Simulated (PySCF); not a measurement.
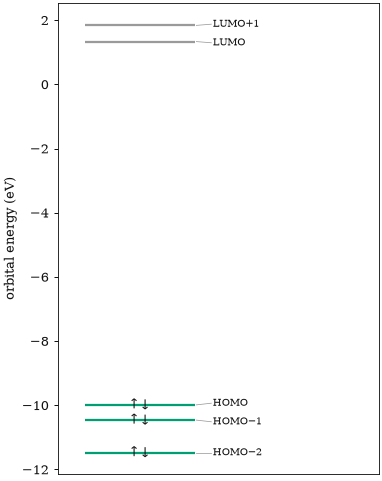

Kohn-Sham orbital energies near the frontier, ωB97X-D/def2-SVPD, PySCF, at a PBE0-D3(BJ)/def2-SVP geometry (no frequency check), isolated molecule; empty levels in grey, levels within 0.03 eV side by side.

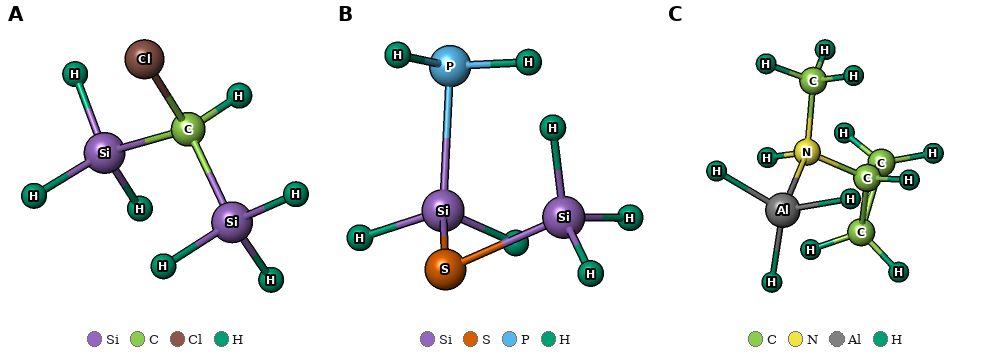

### Which molecule has this level scheme? The candidates are drawn in the second picture.

Structure A, CH₇ClSi₂, SMILES [SiH3]C([SiH3])Cl. HOMO −9.99 eV, LUMO 1.33 eV, separation 11.32 eV.

Caveats: empty levels above zero depend strongly on the basis.
